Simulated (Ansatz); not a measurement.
```xyz
14

C    -2.4510    0.2440   -0.0756
C    -1.0679   -0.1755    0.2821
C    -0.6935   -0.9946    1.3071
C     0.7635   -1.1378    1.2946
C     1.2770   -0.4069    0.2638
C     0.1549    0.2689   -0.4697
F    -3.3795   -0.2970    0.7454
F    -2.5937    1.5979   -0.0192
F    -2.7698   -0.1183   -1.3498
H    -1.3756   -1.4695    2.0250
H     1.3353   -1.7432    2.0113
H     2.3358   -0.3093   -0.0105
H     0.2551    1.3783   -0.4717
H     0.1079   -0.0275   -1.5425
```

Geometry: PBE-D3(BJ)/def2-SVP.

Theory: isolated molecule in a Gaussian basis; Kohn-Sham density functional theory, functional PBE0 in Ansatz.

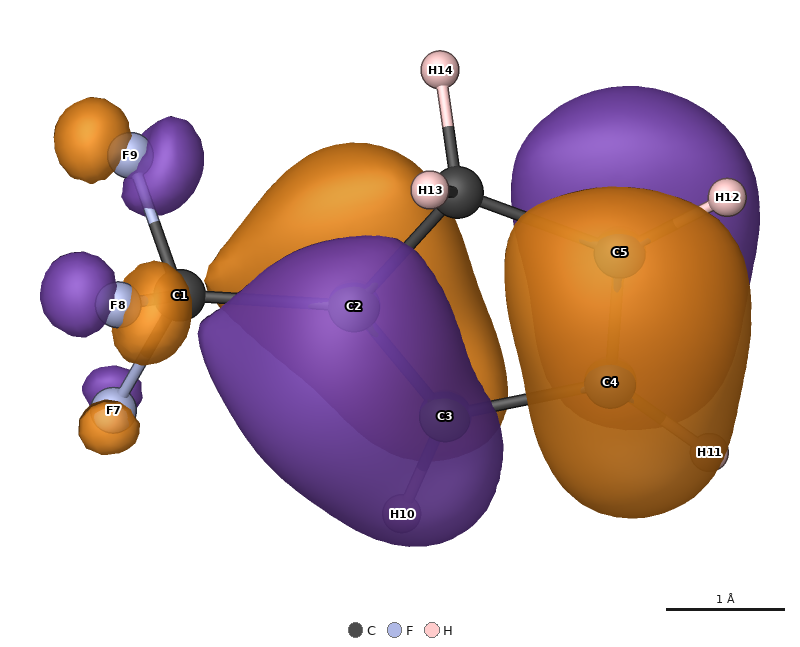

C6H5F3. The HOMO at ±0.08 Å⁻³ᐟ² (orange and purple are the two phases), seen at an oblique angle.

Question: Describe this orbital and give its energy.

Answer: It lies mainly on C5 (about 30 %), C2 (about 25 %), C4 (about 20 %) and C3 (about 15 %). Its energy is −7.08 eV.
